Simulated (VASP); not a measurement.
Input:

```xyz
5
Lattice="3.9973 0.0000 0.0000 0.0000 3.9973 0.0000 0.0000 0.0000 4.2246" Properties=species:S:1:pos:R:3 pbc="T T T"
Ba     0.0000     0.0000     0.0456
Ti     1.9987     1.9987     2.2380
O      1.9987     1.9987     4.0535
O      0.0000     1.9987     2.0362
O      1.9987     0.0000     2.0362
```

These are PBE GGA, VASP's PBE PAW potentials (set 64) (plane waves; VASP) values and carry that method's errors. Numerical set-up: 520 eV cut-off, 6×6×6 Γ-centred mesh, tetrahedra with Blöchl corrections, potentials Ba_sv Ti_sv O.

Unless said otherwise, spin-orbit coupling is left out, though it shifts the bands of the heavy elements here.

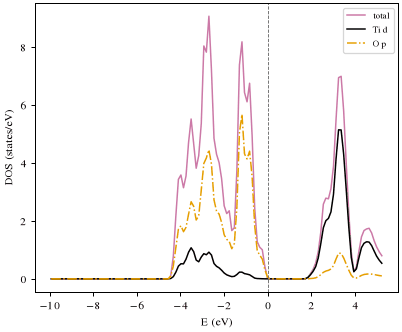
Figure. Total and projected density of states, zero at the valence-band maximum

Within 2 eV below the valence-band maximum the largest weight inside VASP's projection spheres is O p.

The gap is indirect, 1.76 eV, from the valence maximum at A to the conduction minimum at Γ.

The compound is BaTiO3 in the tetragonal perovskite structure. It was relaxed first.
